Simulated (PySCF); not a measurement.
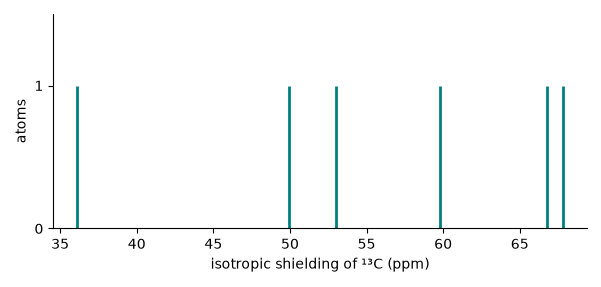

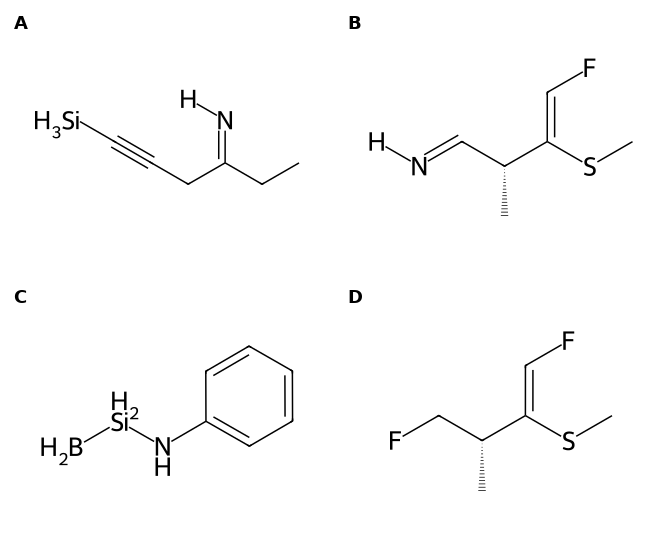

The sticks are computed shieldings of one of the molecules, for one fixed geometry (GFN2-xTB) without averaging over rotations. Low shielding means a high chemical shift. Method: GIAO PBE0/pcSseg-1 NMR shielding, non-relativistic, gas phase (PySCF 2.14.0).

### Which molecule gives this pattern?

C, `B[SiH2]Nc1ccccc1`. Its 6 C atoms give lines at 36.1, 49.9, 53.0, 59.8, 66.8, 67.8 ppm.

The geometry is semi-empirical. Around B, Si such bond lengths and angles can be off by a tenth of an ångström or more and by several degrees, and values that hang on the shape move with them.
